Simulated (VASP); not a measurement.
# HfN with rev-vdW-DF2: from relaxation to properties, part 2 of 4

What structure does HfN take at this level, and what are its properties? The start is a cell from a database of measured crystal structures.

VASP 6.6.1; rev-vdW-DF2; plane waves and PAW (Hf_pv, N).

Still holding for the runs below: This run has no spin polarisation. Its electron count is odd, so without a moment it is a metal by construction. The k-mesh is coarse for a metal.

So far. Step 2 (Relaxing cell and atoms (rev-vdW-DF2)): It ends with forces that vanish by symmetry and a pressure of -0.08 GPa. The volume lies -2.1 % from that of the database's start, which holds the thermal and zero-point expansion of its experiment. The relaxed cell has a = 4.518 Å (conventional setting).

## 3. Second relaxation

A relaxation keeps the plane waves of the cell it began with, so it is repeated from the new cell, on a basis made for it. The mesh changes with the cell too.

INCAR reads:

```
SYSTEM = HfN
PREC = Accurate
ENCUT = 520
EDIFF = 1E-06
NELM = 100
ISMEAR = 0
SIGMA = 0.05
LREAL = .FALSE.
ALGO = Normal
GGA = MK
AGGAC = 0
LUSE_VDW = .TRUE.
PARAM1 = 0.1234
PARAM2 = 0.711357
ZAB_VDW = -1.8867
LASPH = .TRUE.
NBANDS = 13
LORBIT = 11
LWAVE = .FALSE.
LCHARG = .FALSE.
KPAR = 2
IBRION = 2
NSW = 60
ISIF = 3
EDIFFG = -0.01
```

POSCAR reads:

```
HfN
1.0
    0.0000000000      2.2587912513      2.2587912513
    2.2587912513      0.0000000000      2.2587912513
    2.2587912513      2.2587912513      0.0000000000
Hf N
1 1
Direct
    0.0000000000      0.0000000000      0.0000000000
    0.5000000000      0.5000000000      0.5000000000
```

KPOINTS reads:

```
Automatic mesh
0
Gamma
9 9 9
0 0 0
```

The projector-augmented-wave data sets are Hf_pv and N (PBE family, release 64).

Started as:

```console
$ mpirun -np 2 vasp_std
```

Output:

```text
[banner, memory and clock lines left out]
running    2 mpi-ranks, on    1 nodes
 distrk:  each k-point on    1 cores,    2 groups
 distr:  one band on    1 cores,    1 groups

 POSCAR found type information on POSCAR HfN
 POSCAR found :  2 types and       2 ions
 [... a notice as in an earlier step ...]

 [... a notice as in an earlier step ...]

 LDA part: xc-table for (Slater+PW92), standard interpolation
 POSCAR, INCAR and KPOINTS ok, starting setup
 FFT: planning ... GRIDC
 FFT: planning ... GRID_SOFT
 FFT: planning ... GRID
 WAVECAR not read
 entering main loop
       N       E                     dE             d eps       ncg     rms          rms(c)
DAV:   1     0.382853791573E+02    0.38285E+02   -0.80522E+03   910   0.109E+03
DAV:   2    -0.198750007709E+02   -0.58160E+02   -0.55054E+02  1245   0.238E+02
DAV:   3    -0.218315300149E+02   -0.19565E+01   -0.19505E+01  1045   0.361E+01
DAV:   4    -0.218400554006E+02   -0.85254E-02   -0.85249E-02  1045   0.280E+00
DAV:   5    -0.218401139960E+02   -0.58595E-04   -0.58595E-04  1035   0.203E-01    0.490E+01
DAV:   6    -0.188938664982E+02    0.29462E+01   -0.97861E+00  1035   0.240E+01    0.416E+01
DAV:   7    -0.188192825485E+02    0.74584E-01   -0.53232E-01  1005   0.655E+00    0.269E+01
DAV:   8    -0.187983865259E+02    0.20896E-01   -0.12347E-01  1045   0.317E+00    0.692E+00
DAV:   9    -0.187908884301E+02    0.74981E-02   -0.25787E-02  1010   0.127E+00    0.199E+00
DAV:  10    -0.187906622122E+02    0.22622E-03   -0.16065E-03  1093   0.378E-01    0.184E-01
DAV:  11    -0.187906413091E+02    0.20903E-04   -0.88518E-05  1040   0.976E-02    0.538E-02
DAV:  12    -0.187906411338E+02    0.17531E-06   -0.86695E-06  1129   0.252E-02
   1 F= -.18790641E+02 E0= -.18789612E+02  d E =-.187906E+02
 curvature:   0.00 expect dE= 0.000E+00 dE for cont linesearch  0.000E+00
 trial: gam= 0.00000 g(F)=  0.240E-60 g(S)=  0.158E-03 ort = 0.000E+00 (trialstep = 0.100E+01)
 search vector abs. value=  0.158E-03
 bond charge predicted
       N       E                     dE             d eps       ncg     rms          rms(c)
DAV:   1    -0.187911580141E+02   -0.51671E-03   -0.15614E-02   910   0.111E+00    0.423E-01
DAV:   2    -0.187906992395E+02    0.45877E-03   -0.72893E-04  1005   0.232E-01    0.195E-01
DAV:   3    -0.187905676270E+02    0.13161E-03   -0.25231E-04   975   0.141E-01    0.134E-01
DAV:   4    -0.187905603399E+02    0.72871E-05   -0.28930E-05  1085   0.450E-02    0.764E-02
DAV:   5    -0.187905608366E+02   -0.49667E-06   -0.20418E-06  1069   0.119E-02
   2 F= -.18790561E+02 E0= -.18789532E+02  d E =0.802972E-04
 trial-energy change:    0.000080  1 .order    0.000075   -0.000158    0.000308
 step:   0.3238(harm=  0.3394)  dis= 0.00000  next Energy=   -18.790667 (dE=-0.254E-04)
 bond charge predicted
       N       E                     dE             d eps       ncg     rms          rms(c)
DAV:   1    -0.187909416624E+02   -0.38132E-03   -0.71840E-03   910   0.752E-01    0.283E-01
DAV:   2    -0.187907323018E+02    0.20936E-03   -0.33330E-04  1000   0.157E-01    0.130E-01
DAV:   3    -0.187906709890E+02    0.61313E-04   -0.11476E-04   975   0.952E-02    0.901E-02
DAV:   4    -0.187906666554E+02    0.43336E-05   -0.13295E-05  1085   0.304E-02    0.514E-02
DAV:   5    -0.187906657148E+02    0.94064E-06   -0.87228E-07   783   0.802E-03
   3 F= -.18790666E+02 E0= -.18789637E+02  d E =-.245810E-04
 curvature:  -0.17 expect dE=-0.317E-07 dE for cont linesearch -0.317E-07
 trial: gam= 0.00000 g(F)=  0.180E-60 g(S)=  0.187E-06 ort =-0.544E-05 (trialstep = 0.865E+00)
 search vector abs. value=  0.187E-06
 reached required accuracy - stopping structural energy minimisation
```

The job ended after 28 s (2 MPI ranks of Intel Xeon 6975P-C (Granite Rapids), shared host; peak memory 0.52 GiB; 54 s of CPU time).

From OUTCAR (step 3):

```text
  LATTYP: Found a face centered cubic cell.
 ALAT       =     4.5175825026

The static configuration has the point symmetry O_h .

 Found     35 irreducible k-points:

   k-points           NKPTS =     35   k-points in BZ     NKDIM =     35   number of bands    NBANDS=     13

   ENCUT  =  520.0 eV  38.22 Ry    6.18 a.u.   5.94  5.94  5.94*2*pi/ulx,y,z

   NELECT =      15.0000    total number of electrons

 E-fermi :   8.2646

 k-point     1 :       0.0000    0.0000    0.0000
  band No.  band energies     occupation
    ...
      6       5.2716      2.00000
      7       5.2716      2.00000
      8       7.9207      2.00000
      9       7.9207      2.00000
     10       7.9207      2.00000
     11      10.1654      0.00000
     12      10.2542      0.00000
     13      10.2542      0.00000

 k-point     2 :       0.1111    0.0000    0.0000
  band No.  band energies     occupation
    ...
      4      -8.8736      2.00000
      5       4.1834      2.00000
      6       4.6245      2.00000
      7       4.6245      2.00000
      8       8.1900      1.96512
      9       8.3157      0.14799
     10       8.3157      0.14799
     11      11.0000      0.00000
     12      11.1448      0.00000
     13      11.1448      0.00000

Total vdW correction in eV:      1.7672546

  Total        0.0016082      0.0016082      0.0016082      0.0000000     -0.0000000      0.0000000
  in kB        0.1119074      0.1119074      0.1119074      0.0000000     -0.0000000      0.0000000
  external PRESSURE =       0.1119074 kB  Pullay stress =       0.0000000 kB

  energy-cutoff  :      520.00
  volume of cell :       23.02
      direct lattice vectors                 reciprocal lattice vectors
     0.000000000  2.257966971  2.257966971    -0.221438137  0.221438137  0.221438137
     2.257966971  0.000000000  2.257966971     0.221438137 -0.221438137  0.221438137
     2.257966971  2.257966971  0.000000000     0.221438137  0.221438137 -0.221438137

 POSITION                                       TOTAL-FORCE (eV/Angst)
 -----------------------------------------------------------------------------------
      0.00000      0.00000      0.00000        -0.000000      0.000000     -0.000000
      2.25797      2.25797      2.25797         0.000000     -0.000000      0.000000
 -----------------------------------------------------------------------------------
    total drift:                                0.000000     -0.000000     -0.000000

  FREE ENERGIE OF THE ION-ELECTRON SYSTEM (eV)
  ---------------------------------------------------
  free  energy   TOTEN  =       -18.7906657148 eV

  energy  without entropy=      -18.7886078034  energy(sigma->0) =      -18.78963676

Total vdW correction in eV:      1.7672501

 total charge
# of ion       s       p       d       tot
------------------------------------------
    1        0.290   6.576   1.769   8.635
    2        1.230   2.520   0.000   3.750
--------------------------------------------------
tot          1.520   9.095   1.769  12.385

[... 3 parts as in an earlier step ...]

[... 7 further parts left out ...]
```

CONTCAR:

```
HfN
   1.00000000000000
     0.0000000000000000    2.2579669705500951    2.2579669705500951
     2.2579669705500951    0.0000000000000000    2.2579669705500951
     2.2579669705500951    2.2579669705500951    0.0000000000000000
  Hf              N
     1     1
Direct
     0.0000000000000000    0.0000000000000000    0.0000000000000000
     0.5000000000000000    0.5000000000000000    0.5000000000000000
```

Little changed from the start: no atom moved by 0.005 Å and no cell edge by 0.1 %.

This step gave:

```
irreducible k-points            : 35
free energy (TOTEN)             : -18.79 eV
energy at zero smearing         : -18.79 eV
Fermi energy                    : 8.265 eV
pressure                        : 0.01119 GPa
SCF cycles over all ionic steps : 22
```

It ends with forces that vanish by symmetry and a pressure of 0.01 GPa. The volume moved by only 0.11 %, so the cell is settled.

## 4. Single point with fields (rev-vdW-DF2)

The relaxed cell gets a fresh self-consistent run, on a basis set for its own volume, to fix the density and to check the remaining stress.

INCAR, as its differences from that of step 3:

```diff
@@ -19,7 +19,5 @@
 LWAVE = .FALSE.
-LCHARG = .FALSE.
-KPAR = 2
-IBRION = 2
-NSW = 60
-ISIF = 3
-EDIFFG = -0.01
+LCHARG = .TRUE.
+ISIF = 2
+LELF = .TRUE.
+LVHAR = .TRUE.
```

POSCAR reads:

```
HfN
1.0
    0.0000000000      2.2579669706      2.2579669706
    2.2579669706      0.0000000000      2.2579669706
    2.2579669706      2.2579669706      0.0000000000
Hf N
1 1
Direct
    0.0000000000      0.0000000000      0.0000000000
    0.5000000000      0.5000000000      0.5000000000
```

KPOINTS is that of step 3.

Started as:

```console
$ mpirun -np 2 vasp_std
```

Output:

```text
[banner, memory and clock lines left out]
running    2 mpi-ranks, on    1 nodes
 distrk:  each k-point on    2 cores,    1 groups
 distr:  one band on    1 cores,    2 groups

 POSCAR found type information on POSCAR HfN
 POSCAR found :  2 types and       2 ions
 [... a notice as in an earlier step ...]

 [... a notice as in an earlier step ...]

 LDA part: xc-table for (Slater+PW92), standard interpolation
|                                                                             |
|           W    W    AA    RRRRR   N    N  II  N    N   GGGG   !!!           |
|           W    W   A  A   R    R  NN   N  II  NN   N  G    G  !!!           |
|           W    W  A    A  R    R  N N  N  II  N N  N  G       !!!           |
|           W WW W  AAAAAA  RRRRR   N  N N  II  N  N N  G  GGG   !            |
|           WW  WW  A    A  R   R   N   NN  II  N   NN  G    G                |
|           W    W  A    A  R    R  N    N  II  N    N   GGGG   !!!           |
|                                                                             |
|     The number of bands has been changed from the values supplied in        |
|     The orbitals not found in the WAVECAR file will be initialized with     |
|     random numbers, which is usually adequate. For correlated               |
|     calculations, however, you should redo the groundstate calculation.     |
|     I found NBANDS = 13. Now, NBANDS = 14.                                  |
|                                                                             |

 POSCAR, INCAR and KPOINTS ok, starting setup
 FFT: planning ... GRIDC
 FFT: planning ... GRID_SOFT
 FFT: planning ... GRID
 WAVECAR not read
 entering main loop
       N       E                     dE             d eps       ncg     rms          rms(c)
DAV:   1     0.392855643987E+02    0.39286E+02   -0.78590E+03   980   0.101E+03
DAV:   2    -0.199762662812E+02   -0.59262E+02   -0.55833E+02  1300   0.232E+02
DAV:   3    -0.218333333866E+02   -0.18571E+01   -0.18508E+01  1094   0.343E+01
DAV:   4    -0.218400364096E+02   -0.67030E-02   -0.67025E-02  1190   0.237E+00
DAV:   5    -0.218400788268E+02   -0.42417E-04   -0.42418E-04  1130   0.164E-01    0.491E+01
DAV:   6    -0.189022291966E+02    0.29378E+01   -0.85218E+00  1088   0.223E+01    0.419E+01
DAV:   7    -0.188200843813E+02    0.82145E-01   -0.48080E-01  1256   0.610E+00    0.269E+01
DAV:   8    -0.187966422490E+02    0.23442E-01   -0.11387E-01  1208   0.294E+00    0.630E+00
DAV:   9    -0.187907540889E+02    0.58882E-02   -0.15331E-02  1166   0.101E+00    0.197E+00
DAV:  10    -0.187906930990E+02    0.60990E-04   -0.10314E-03  1306   0.305E-01    0.413E-01
DAV:  11    -0.187906643810E+02    0.28718E-04   -0.68219E-05  1166   0.810E-02    0.101E-01
DAV:  12    -0.187906631016E+02    0.12794E-05   -0.77728E-06  1306   0.236E-02    0.136E-02
DAV:  13    -0.187906629565E+02    0.14509E-06   -0.18672E-07   634   0.446E-03
   1 F= -.18790663E+02 E0= -.18789634E+02  d E =-.205765E-02
```

It took 8.4 s on 2 MPI ranks; peak memory 0.43 GiB.

From OUTCAR (step 4):

```text
  LATTYP: Found a face centered cubic cell.
 ALAT       =     4.5159339412

The static configuration has the point symmetry O_h .

 Found     35 irreducible k-points:

   k-points           NKPTS =     35   k-points in BZ     NKDIM =     35   number of bands    NBANDS=     14

   NELECT =      15.0000    total number of electrons

 E-fermi :   8.2646

 k-point     1 :       0.0000    0.0000    0.0000
  band No.  band energies     occupation
    ...
      6       5.2716      2.00000
      7       5.2716      2.00000
      8       7.9208      2.00000
      9       7.9208      2.00000
     10       7.9208      2.00000
     11      10.1654      0.00000
     12      10.2543      0.00000
     13      10.2543      0.00000
     14      17.9476      0.00000

 k-point     2 :       0.1111    0.0000    0.0000
  band No.  band energies     occupation
    ...
      4      -8.8736      2.00000
      5       4.1834      2.00000
      6       4.6245      2.00000
      7       4.6245      2.00000
      8       8.1900      1.96510
      9       8.3158      0.14777
     10       8.3158      0.14777
     11      11.0000      0.00000
     12      11.1449      0.00000
     13      11.1449      0.00000
    ...

Total vdW correction in eV:      1.7672452

  Total       -0.0003580     -0.0003580     -0.0003580     -0.0000000      0.0000000      0.0000000
  in kB       -0.0249121     -0.0249121     -0.0249121     -0.0000000      0.0000000      0.0000000
  external PRESSURE =      -0.0249121 kB  Pullay stress =       0.0000000 kB

 POSITION                                       TOTAL-FORCE (eV/Angst)
 -----------------------------------------------------------------------------------
      0.00000      0.00000      0.00000         0.000000      0.000000      0.000000
      2.25797      2.25797      2.25797         0.000000      0.000000      0.000000
 -----------------------------------------------------------------------------------
    total drift:                                0.000000     -0.000000     -0.000000

  FREE ENERGIE OF THE ION-ELECTRON SYSTEM (eV)
  ---------------------------------------------------
  free  energy   TOTEN  =       -18.7906629565 eV

  energy  without entropy=      -18.7886053093  energy(sigma->0) =      -18.78963413

Total vdW correction in eV:      1.7672464

[... 7 parts as in an earlier step ...]

[... 5 further parts left out ...]
```

This step gave:

```
SCF cycles : 13
bands      : 14
pressure   : -0.002491 GPa
```

Valence electrons inside each PAW sphere by angular momentum. Sphere charges, by row:

```
atom  s (e)  p (e)  d (e)  tot (e)
 Hf1   0.29  6.576  1.769    8.635
  N2   1.23   2.52      0     3.75
```

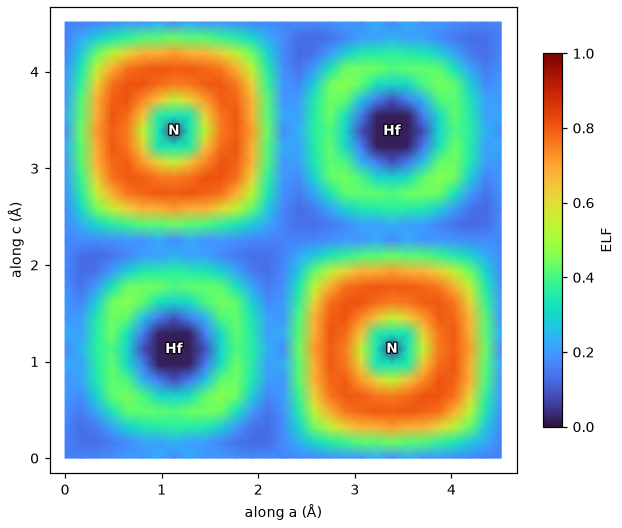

ELF in the ac plane of the conventional cell at fractional y = 0.000, with atoms of Hf and N within 0.2 Å of it. It is the smooth field of the valence electrons, not physical close to the nuclei. The map starts off the cell's origin, so that atoms lie inside it.

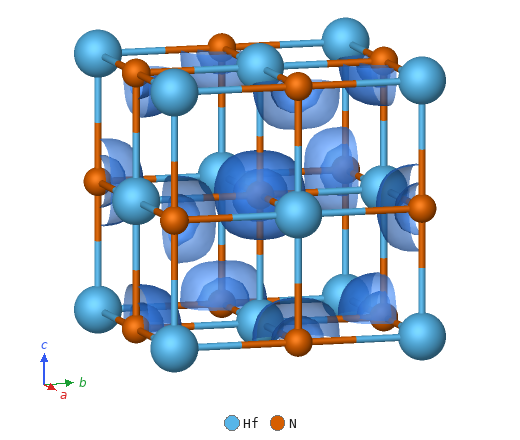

Surface of ELF = 0.74.

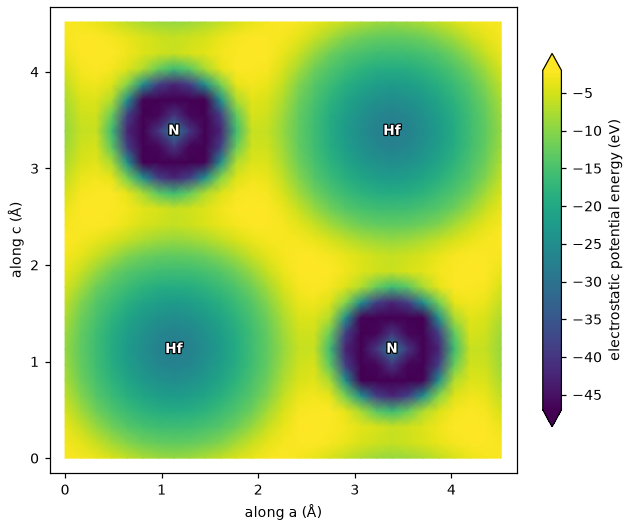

Electrostatic potential energy in the ac plane of the conventional cell at fractional y = 0.000, with atoms of Hf and N within 0.2 Å of it. With pseudopotentials it is smooth inside the atoms' cores, unlike the true potential. The map starts off the cell's origin, so that atoms lie inside it.

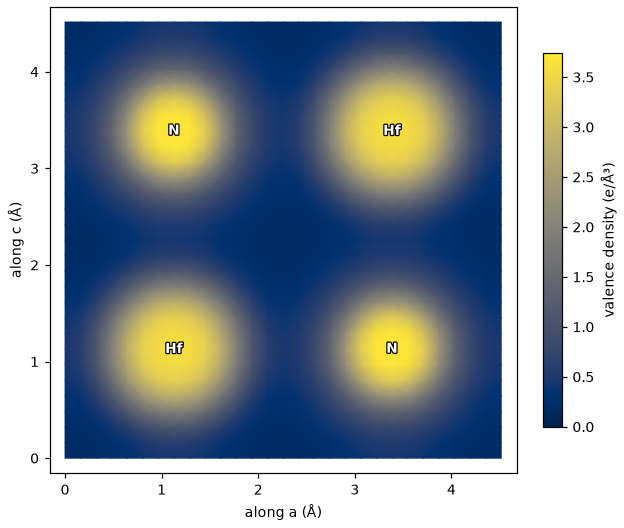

Valence density in the ac plane of the conventional cell at fractional y = 0.000, with atoms of Hf and N within 0.2 Å of it. It is the smooth field of the valence electrons, not physical close to the nuclei. The map starts off the cell's origin, so that atoms lie inside it.

In this run the pressure is 0.00 GPa, small enough to go on.

[end of part 2 of 4]

[Lines on the potential files, build, host, timing and source positions are cut from VASP's logs without a mark.]

[Logs are printed without paths, hosts, clocks, repeated set-up lines and the standing remarks that a program may print on its own settings, such as how far it seeks lower states.]

[Hosts, paths, dates, database ids (printed as entryN), source tags and the programs' standing remarks are cut or masked in the printed files.]

[Measured values are set beside computed ones only where the two were judged alike; some that the calculation misses by far are left out.]
